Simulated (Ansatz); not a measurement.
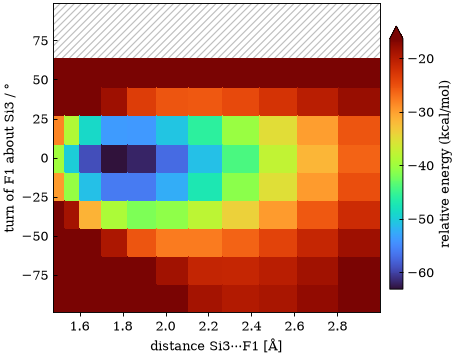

Energy landscape of FH6Si2, charge −1. The turn is about an axis along (0.96, 0.06, −0.28) in the frame of the relaxed pair, normal to the line between the partners. The first coordinate is: distance Si3···F1; the second: turn of F1 about Si3. Grid: 11 × 11 points. At 22 points there is no value (left out of the scan, as a rule where atoms come close). Points are written as (first, second). Energies: kcal/mol, counted from the ion and the molecule far apart, frozen as in the relaxed pair, each in its own basis (no counterpoise correction). Theory: Ansatz 0.2.0, RKS PBE0-D4/def2-SVPD.

In the figure: one coloured cell a grid point, one colour for all values above the top of the scale, hatched blanks where no value was computed. 

> Where are the lowest and the highest points?

The lowest grid point is at (1.762 Å, 0°), −63 kcal/mol from the ion and the molecule far apart, frozen as in the relaxed pair, each in its own basis (no counterpoise correction). The highest grid point, (1.502 Å, 54°), lies 174 kcal/mol above the lowest.

Grid values (kcal/mol):

| turn of F1 about Si3 ↓, distance Si3···F1 → | 1.502 | 1.558 | 1.649 | 1.762 | 1.890 | 2.033 | 2.187 | 2.352 | 2.527 | 2.710 | 2.902 |
| --- | --- | --- | --- | --- | --- | --- | --- | --- | --- | --- | --- |
| 90 | – | – | – | – | – | – | – | – | – | – | – |
| 72 | – | – | – | – | – | – | – | – | – | – | – |
| 54 | 111 | 100 | 88 | 77 | 68 | 59 | 53 | 51 | 53 | 58 | 62 |
| 36 | 15 | 3 | −9 | −18 | −23 | −25 | −26 | −24 | −22 | −20 | −18 |
| 18 | −28 | −39 | −49 | −54 | −54 | −51 | −46 | −40 | −35 | −30 | −25 |
| 0 | −40 | −50 | −59 | −63 | −62 | −57 | −51 | −44 | −38 | −32 | −26 |
| −18 | −30 | −41 | −51 | −56 | −56 | −53 | −47 | −41 | −35 | −30 | −25 |
| −36 | −7 | −19 | −31 | −39 | −42 | −41 | −38 | −34 | −30 | −26 | −22 |
| −54 | 20 | 7 | −9 | −19 | −25 | −28 | −28 | −26 | −24 | −21 | −18 |
| −72 | 41 | 26 | 9 | −5 | −14 | −19 | −21 | −21 | −20 | −19 | −16 |
| −90 | 52 | 36 | 16 | 1 | −9 | −16 | −19 | −20 | −19 | −18 | −16 |

The whole map (99 points run) took 8.3 min on 1 thread of Arm Neoverse V1, on a shared host.
